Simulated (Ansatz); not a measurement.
# UB3LYP/STO-3G run of SiNH4 (SMILES N[SiH2])

What is the vertical electron affinity of SiNH4 at UB3LYP/STO-3G? 

The calculation is run with Ansatz 0.2.0.

45 further runs of the same task are left out: 45 set aside as unsound or not needed.

### Step 1. The system as given

SiNH4 has 6 atoms, charge 0, and is taken as a doublet. SMILES: `N[SiH2]`. The coordinates come from a PBE0-D4/def2-TZVP relaxation. This is one conformer, not always the lowest.

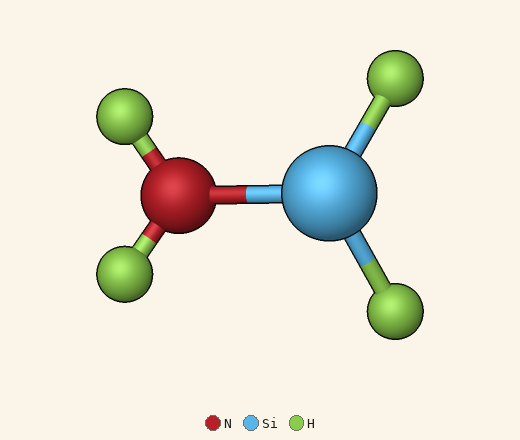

The structure, seen from a chosen angle (nitrogen red, silicon blue, hydrogen green).

### Step 2. The energy at UB3LYP/STO-3G

Contents of job.yaml:

```yaml
basis:
  gaussian:
    orbitals: STO-3G
crystal:
  periodic: [false, false, false]
  atoms:
    - symbol: "N"
      position_ang: [-0.062300, -0.863500, 0.020900]
    - symbol: Si
      position_ang: [0.307400, 0.815300, 0.161600]
    - symbol: H
      position_ang: [0.565000, -1.475900, -0.476400]
    - symbol: H
      position_ang: [-0.503600, -1.346500, 0.787600]
    - symbol: H
      position_ang: [0.657400, 1.307800, -1.204100]
    - symbol: H
      position_ang: [-0.921600, 1.498900, 0.664300]
magnetization:
  spin_polarized: true
  initial_magnetization: 1
hamiltonian:
  xc: {name: B3LYP}
accuracy: high
```

The run is started by

```console
$ ansatz run job.yaml --threads 1 --pin off --max-ram 2610MiB --events-out events.jsonl --progress --plain --runs-dir runs
```

What it wrote:

```text
Warning: RAYON_NUM_THREADS=1 ignored (pool sized by the plan → 1); use --threads N
Functional definition: B3LYP
  name "B3LYP"
  parameter a0 = 0.2
  parameter ax = 0.72
  parameter ac = 0.81
  exchange = (1 - a0 - ax)*slater_x + ax*b88_x + a0*exact_x
  correlation = (1 - ac)*vwn_rpa_c + ac*lyp_c
312 factors; integrals over basis functions are off by at most 1.1e-8 eV
mean field evaluation 1: about -9318.6813 eV, gradient 1.3e1 eV
mean field evaluation 2: about -9317.5741 eV, gradient 1.9e1 eV
mean field evaluation 4: about -9319.8049 eV, gradient 3.0e-1 eV
mean field evaluation 8: about -9319.7762 eV, gradient 2.2e-3 eV
mean field evaluation 16: about -9319.7762 eV, gradient 7.7e-8 eV
mean field -9319.77623636 eV, -342.4954595149 hartree, gradient 7.5e-8 eV, S^2 0.750579; 0 other end points of the search recorded, 0 dependent functions left out
reference -9319.77626429 eV, -342.4954605412 hartree; 13, 12 occupied and 5, 6 virtual orbitals, 312 factors
Total energy: -9319.77626429 eV, -342.4954605412 hartree
```

Run time: 1.6 s. Hardware: 1 thread of Arm Neoverse V2, shared host; peak memory 0.13 GiB.

### Step 3. The singlet anion, same level

Changes to job.yaml since step 2:

```diff
@@ -1,4 +1 @@
-basis:
-  gaussian:
-    orbitals: STO-3G
 crystal:
@@ -6,3 +3,3 @@
   atoms:
-    - symbol: "N"
+    - symbol: N
       position_ang: [-0.062300, -0.863500, 0.020900]
@@ -18,5 +15,6 @@
       position_ang: [-0.921600, 1.498900, 0.664300]
-magnetization:
-  spin_polarized: true
-  initial_magnetization: 1
+basis:
+  gaussian:
+    orbitals: STO-3G
+total_charge: -1
 hamiltonian:
```

The run is started by

```console
$ ansatz run job.yaml --threads 1 --pin off --max-ram 2610MiB --events-out events.jsonl --progress --plain --runs-dir runs
```

What it wrote:

```text
Warning: RAYON_NUM_THREADS=1 ignored (pool sized by the plan → 1); use --threads N
Functional definition: B3LYP
  name "B3LYP"
  parameter a0 = 0.2
  parameter ax = 0.72
  parameter ac = 0.81
  exchange = (1 - a0 - ax)*slater_x + ax*b88_x + a0*exact_x
  correlation = (1 - ac)*vwn_rpa_c + ac*lyp_c
312 factors; integrals over basis functions are off by at most 1.1e-8 eV
mean field evaluation 1: about -9313.9214 eV, gradient 1.1e1 eV
mean field evaluation 2: about -9314.3449 eV, gradient 7.3e0 eV
mean field evaluation 4: about -9314.5516 eV, gradient 2.4e-1 eV
mean field evaluation 8: about -9314.5342 eV, gradient 8.7e-5 eV
mean field -9314.53424718 eV, -342.3028199656 hartree, gradient 2.8e-8 eV, S^2 0.000000; 0 other end points of the search recorded, 0 dependent functions left out
reference -9314.53427514 eV, -342.3028209933 hartree; 13, 13 occupied and 5, 5 virtual orbitals, 312 factors
Total energy: -9314.53427514 eV, -342.3028209933 hartree
```

Run time: 1.1 s. Hardware: 1 thread of Arm Neoverse V2, shared host; peak memory 0.093 GiB.

### Step 4. Results

Level: UB3LYP/STO-3G.

| quantity | value |
| --- | --- |
| doublet SiNH4: total energy | -342.49546 Eh |
| doublet SiNH4: ⟨S²⟩ | 0.751 |
| singlet anion: total energy | -342.30282 Eh |
| vertical electron affinity (to the singlet anion) | -5.242 eV |

In words: The anion lies 5.24 eV (506 kJ/mol) above the neutral: the electron isn't bound at this level, and such a value depends on the basis. Without diffuse functions anions come out too high. In a minimal basis such a difference can be off by several eV, whatever the method.
